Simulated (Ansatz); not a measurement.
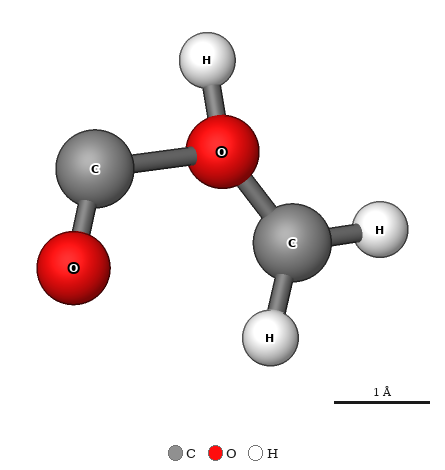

**Figure 1.** The starting structure (ball-and-stick view, seen at a tilt). Bond lengths as drawn: C–H 1.10 Å, C–O 1.15 to 1.59 Å and H–O 0.99 Å.

**Run report: C2H3O2 (charge +1), geometry relaxation (part 1 of 2)**

- system: C2H3O2, charge +1
- method: UKS PBE0/def2-SVP (Ansatz 0.2.0)

It belongs to a series of runs on one base structure; here: end point B relaxed.

### Input file
```yaml
crystal:
  periodic: [false, false, false]
  atoms:
    - { symbol: C, position_ang: [-0.61, 0.9836, -0.0654] }
    - { symbol: O, position_ang: [0.39388, 0.47681, 0.4073] }
    - { symbol: C, position_ang: [0.71884, -1.04991, 0.11398] }
    - { symbol: O, position_ang: [-0.01445, -1.62634, -0.55639] }
    - { symbol: H, position_ang: [-1.31316, 0.41856, -0.69979] }
    - { symbol: H, position_ang: [-0.81977, 2.03928, 0.14694] }
    - { symbol: H, position_ang: [1.20172, 0.60323, 0.96543] }
total_charge: 1
magnetization:
  spin_polarized: true
basis:
  gaussian: { orbitals: def2-SVP }
hamiltonian:
  xc: pbe0
relax:
  f_tol: 0.02
  max_steps: 50
output:
  orbitals: {}
```

Run on 2 threads of AMD EPYC (Zen 4), 16 GiB of memory available, shared host.

Run as:
```bash
ansatz run input.yaml --threads 2 --pin off --max-ram 3072MiB --backend cpu --events-out ev --progress --plain --runs-dir out
```

### Output
```
The last accepted step is kept in [file] (removed where the run ends without a failure and the disk answers)
Engine: ansatz 0.2.0, x86_64-unknown-linux-gnu
Functional definition: PBE0
  parameter a = 0.25
  parameter kappa = 0.804
  parameter beta = 0.06672455060314922
  exchange = (1 - a)*pbe_x(kappa = kappa, mu = beta*pi^2/3) + a*exact_x
  correlation = pbe_c(beta = beta)
778 factors; integrals over basis functions are off by at most 3.7e-4 eV
mean field evaluation 1: about -6182.6542 eV, gradient 4.8e1 eV
mean field evaluation 2: about -6144.7588 eV, gradient 9.0e1 eV
mean field evaluation 4: about -6190.5861 eV, gradient 9.1e0 eV
mean field evaluation 8: about -6191.0535 eV, gradient 3.9e-1 eV
mean field evaluation 16: about -6190.7525 eV, gradient 5.6e0 eV
mean field evaluation 32: about -6191.0987 eV, gradient 9.8e-2 eV
mean field -6191.09929323 eV, -227.5187025482 hartree, gradient 4.5e-6 eV, S^2 0.280454; 4 other end points of the search recorded, 0 dependent functions left out
the calculation of the forces begins
reference -6191.09931002 eV, -227.5187031654 hartree; 15, 15 occupied and 56, 56 virtual orbitals, 778 factors
relax step   1: F+E_penalty+E_count = -6191.09929323 eV  Δ(F+E_penalty+E_count) = +0.000e0 eV  max|allowed force component| = 7.694e0 eV/Å  Δτ_max = 0.0000 Å  (210 SCF iters, accepted)
these checks for a lower state are left out or cut short: starts, cluster_reference, orbital_swaps, neighbouring_geometries, increment
778 factors; integrals over basis functions are off by at most 3.9e-4 eV
mean field evaluation 64: about -6192.6540 eV, gradient 1.1e0 eV
mean field -6192.75957674 eV, -227.5797168422 hartree, gradient 1.7e-5 eV, S^2 0.000000; 1 other end points of the search recorded, 0 dependent functions left out
[... from here on the field's lines of each further geometry are left out, up to the last ...]
relax step   2: F+E_penalty+E_count = -6192.75957674 eV  Δ(F+E_penalty+E_count) = -1.660e0 eV  max|allowed force component| = 6.234e0 eV/Å  Δτ_max = 0.1951 Å  (58 SCF iters, accepted)
relax step   3: F+E_penalty+E_count = -6193.92163384 eV  Δ(F+E_penalty+E_count) = -1.162e0 eV  max|allowed force component| = 3.079e0 eV/Å  Δτ_max = 0.1946 Å  (39 SCF iters, accepted)
relax step   4: F+E_penalty+E_count = -6194.64938459 eV  Δ(F+E_penalty+E_count) = -7.278e-1 eV  max|allowed force component| = 1.387e0 eV/Å  Δτ_max = 0.1994 Å  (38 SCF iters, accepted)
relax step   5: F+E_penalty+E_count = -6194.91404777 eV  Δ(F+E_penalty+E_count) = -2.647e-1 eV  max|allowed force component| = 6.453e-1 eV/Å  Δτ_max = 0.1995 Å  (32 SCF iters, accepted)
relax step   6: F+E_penalty+E_count = -6194.93136380 eV  Δ(F+E_penalty+E_count) = -1.732e-2 eV  max|allowed force component| = 1.371e0 eV/Å  Δτ_max = 0.1994 Å  (33 SCF iters, accepted)
relax step   7: F+E_penalty+E_count = -6195.09488502 eV  Δ(F+E_penalty+E_count) = -1.635e-1 eV  max|allowed force component| = 5.376e-1 eV/Å  Δτ_max = 0.2000 Å  (33 SCF iters, accepted)
relax step   8: F+E_penalty+E_count = -6195.11934081 eV  Δ(F+E_penalty+E_count) = -2.446e-2 eV  max|allowed force component| = 3.681e-1 eV/Å  Δτ_max = 0.1521 Å  (32 SCF iters, accepted)
relax step   9: F+E_penalty+E_count = -6195.13669252 eV  Δ(F+E_penalty+E_count) = -1.735e-2 eV  max|allowed force component| = 2.580e-1 eV/Å  Δτ_max = 0.1056 Å  (31 SCF iters, accepted)
relax step  10: F+E_penalty+E_count = -6195.10320897 eV  Δ(F+E_penalty+E_count) = +3.348e-2 eV  max|allowed force component| = 2.629e0 eV/Å  Δτ_max = 0.1971 Å  (37 SCF iters, rejected (line search))
relax step  11: F+E_penalty+E_count = -6195.15623160 eV  Δ(F+E_penalty+E_count) = -1.954e-2 eV  max|allowed force component| = 2.471e-1 eV/Å  Δτ_max = 0.0985 Å  (32 SCF iters, accepted)
relax step  12: F+E_penalty+E_count = -6195.16719862 eV  Δ(F+E_penalty+E_count) = -1.097e-2 eV  max|allowed force component| = 1.117e0 eV/Å  Δτ_max = 0.0984 Å  (32 SCF iters, accepted)
relax step  13: F+E_penalty+E_count = -6195.19671197 eV  Δ(F+E_penalty+E_count) = -2.951e-2 eV  max|allowed force component| = 8.245e-1 eV/Å  Δτ_max = 0.1500 Å  (32 SCF iters, accepted)
relax step  14: F+E_penalty+E_count = -6195.25503020 eV  Δ(F+E_penalty+E_count) = -5.832e-2 eV  max|allowed force component| = 4.152e-1 eV/Å  Δτ_max = 0.1999 Å  (36 SCF iters, accepted)
relax step  15: F+E_penalty+E_count = -6195.30381567 eV  Δ(F+E_penalty+E_count) = -4.879e-2 eV  max|allowed force component| = 4.415e-1 eV/Å  Δτ_max = 0.1820 Å  (32 SCF iters, accepted)
relax step  16: F+E_penalty+E_count = -6195.16062425 eV  Δ(F+E_penalty+E_count) = +1.432e-1 eV  max|allowed force component| = 6.515e0 eV/Å  Δτ_max = 0.1951 Å  (36 SCF iters, rejected (line search))
relax step  17: F+E_penalty+E_count = -6195.34494948 eV  Δ(F+E_penalty+E_count) = -4.113e-2 eV  max|allowed force component| = 1.247e0 eV/Å  Δτ_max = 0.0954 Å  (32 SCF iters, accepted)
relax step  18: F+E_penalty+E_count = -6195.37149489 eV  Δ(F+E_penalty+E_count) = -2.655e-2 eV  max|allowed force component| = 1.591e0 eV/Å  Δτ_max = 0.0958 Å  (32 SCF iters, accepted)
relax step  19: F+E_penalty+E_count = -6195.44686928 eV  Δ(F+E_penalty+E_count) = -7.537e-2 eV  max|allowed force component| = 9.613e-1 eV/Å  Δτ_max = 0.1461 Å  (32 SCF iters, accepted)
relax step  20: F+E_penalty+E_count = -6195.55838789 eV  Δ(F+E_penalty+E_count) = -1.115e-1 eV  max|allowed force component| = 1.073e0 eV/Å  Δτ_max = 0.1999 Å  (32 SCF iters, accepted)
relax step  21: F+E_penalty+E_count = -6195.65217187 eV  Δ(F+E_penalty+E_count) = -9.378e-2 eV  max|allowed force component| = 1.246e0 eV/Å  Δτ_max = 0.1953 Å  (32 SCF iters, accepted)
relax step  22: F+E_penalty+E_count = -6195.67261180 eV  Δ(F+E_penalty+E_count) = -2.044e-2 eV  max|allowed force component| = 1.728e0 eV/Å  Δτ_max = 0.1994 Å  (33 SCF iters, accepted)
relax step  23: F+E_penalty+E_count = -6195.80082471 eV  Δ(F+E_penalty+E_count) = -1.282e-1 eV  max|allowed force component| = 1.949e-1 eV/Å  Δτ_max = 0.1999 Å  (37 SCF iters, accepted)
relax step  24: F+E_penalty+E_count = -6195.80772034 eV  Δ(F+E_penalty+E_count) = -6.896e-3 eV  max|allowed force component| = 7.408e-1 eV/Å  Δτ_max = 0.0664 Å  (32 SCF iters, accepted)
relax step  25: F+E_penalty+E_count = -6195.81604214 eV  Δ(F+E_penalty+E_count) = -8.322e-3 eV  max|allowed force component| = 2.623e-1 eV/Å  Δτ_max = 0.0633 Å  (32 SCF iters, accepted)
relax step  26: F+E_penalty+E_count = -6195.81619584 eV  Δ(F+E_penalty+E_count) = -1.537e-4 eV  max|allowed force component| = 2.252e-1 eV/Å  Δτ_max = 0.0150 Å  (34 SCF iters, accepted)
relax step  27: F+E_penalty+E_count = -6195.81696855 eV  Δ(F+E_penalty+E_count) = -7.727e-4 eV  max|allowed force component| = 5.992e-2 eV/Å  Δτ_max = 0.0108 Å  (29 SCF iters, accepted)
the calculation of the forces begins
reference -6195.81710044 eV, -227.6920787657 hartree; 15, 15 occupied and 56, 56 virtual orbitals, 777 factors
relax step  28: F+E_penalty+E_count = -6195.81708324 eV  Δ(F+E_penalty+E_count) = -1.147e-4 eV  max|allowed force component| = 5.307e-3 eV/Å  Δτ_max = 0.0038 Å  (27 SCF iters, accepted)
```

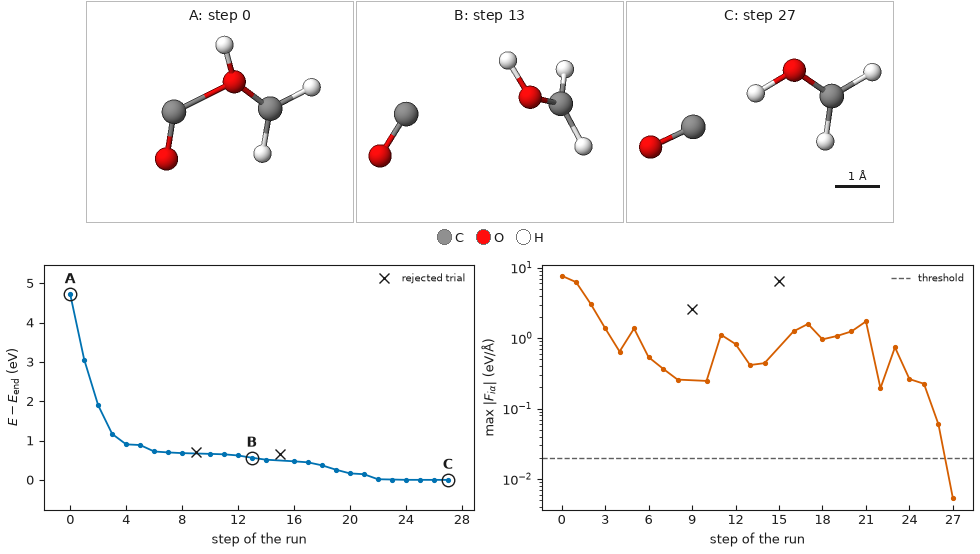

**Figure 2.** Frames of the relaxation (ball-and-stick view, seen at a tilt) above the curves, on which the letters mark them (the first geometry is step 0 here and step 1 in the log).

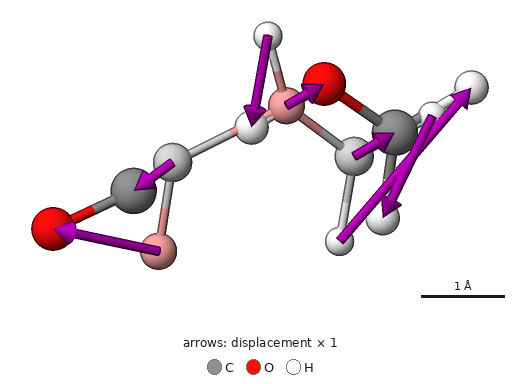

**Figure 3.** Start (faint) and end (solid) with the displacements as pink arrows, at true length (ball-and-stick view, seen at a tilt). The two geometries are laid on each other by the best rigid fit. The largest move after the best rigid fit is that of H5, 2.46 Å. Largest moves by element: H 2.46 Å, O 1.50 Å, C 0.59 Å. Among the contacts that change: O2–C3 1.588 → 2.717 Å, O2–H7 0.990 → 1.050 Å, C3–O4 1.149 → 1.117 Å, C1–O2 1.220 → 1.231 Å. Bonds break: O2–C3 (1.59 → 2.72 Å). Among the angles that change: C1–O2–H7 146.8° → 116.9°, O2–C1–H5 122.3° → 117.4°, O2–C1–H6 118.8° → 121.8°. The energy falls by 4.718 eV in 27 geometry steps. The largest force component goes from 7.7 to 0.0053 eV/Å. The line search rejected the trial steps at points 9, 15 (counted from 0) and went back. (Atoms are counted from 1 in the order of the input.)

```
777 factors; integrals over basis functions are off by at most 7.4e-4 eV
mean field -6195.81708324 eV, -227.6920781335 hartree, gradient 1.6e-5 eV, S^2 0.000000; 1 other end points of the search recorded, 0 dependent functions left out
the calculation of the forces begins
reference -6195.81710044 eV, -227.6920787657 hartree; 15, 15 occupied and 56, 56 virtual orbitals, 777 factors
Total energy: -6195.81710044 eV, -227.6920787657 hartree
Atom 0 at    -0.616002     1.577297    -0.081937 Å, force     0.004241     0.001778    -0.004725 eV/Å
Atom 1 at     0.266300     0.889677    -0.596748 Å, force    -0.005307     0.002747     0.004077 eV/Å
Atom 2 at     0.649245    -1.640882     0.314811 Å, force     0.001988    -0.003060    -0.000373 eV/Å
Atom 3 at     0.871102    -2.689227     0.631495 Å, force    -0.001429     0.003161    -0.000517 eV/Å
Atom 4 at    -0.751782     2.600680    -0.468045 Å, force    -0.000162    -0.001424     0.000220 eV/Å
Atom 5 at    -1.251236     1.191431     0.735564 Å, force    -0.000565    -0.000681     0.001049 eV/Å
Atom 6 at     0.389433    -0.083746    -0.223071 Å, force     0.001235    -0.002521     0.000269 eV/Å
Dipole moment:    -0.543703     0.888954     0.080301 e Å
```

### Trajectory as extended XYZ (Å, eV, eV/Å), 15 of the 28 frames kept, from step=1 to step=28
```
7
Properties=species:S:1:pos:R:3:forces:R:3 step=1 energy=-6191.09929
C    -0.6100    0.9836   -0.0654   -3.0981   3.8679  -0.3998
O     0.3939    0.4768    0.4073    1.1154   1.9399   0.0164
C     0.7188   -1.0499    0.1140    2.1817  -7.6937  -0.0223
O    -0.0144   -1.6263   -0.5564   -0.2943   1.0749  -0.1582
H    -1.3132    0.4186   -0.6998    0.5419  -0.6017  -0.1324
H    -0.8198    2.0393    0.1469   -0.3340   0.0969   0.3536
H     1.2017    0.6032    0.9654   -0.1125   1.3158   0.3427
7
Properties=species:S:1:pos:R:3:forces:R:3 step=3 energy=-6193.92163
C    -0.6220    1.0875   -0.0681    0.4088   0.7590   0.5152
O     0.4629    0.5816    0.2607   -0.1356   1.5381  -0.3212
C     0.7334   -1.4184    0.2279   -0.7409  -3.0788  -1.1342
O    -0.0348   -1.7057   -0.5693    1.0409   0.0296   1.0110
H    -1.2158    0.4735   -0.7892    0.2451   0.3057   0.1944
H    -0.9593    2.0782    0.3261    0.0130  -0.4740  -0.0496
H     1.1927    0.7485    0.9240   -0.8313   0.9205  -0.2156
```
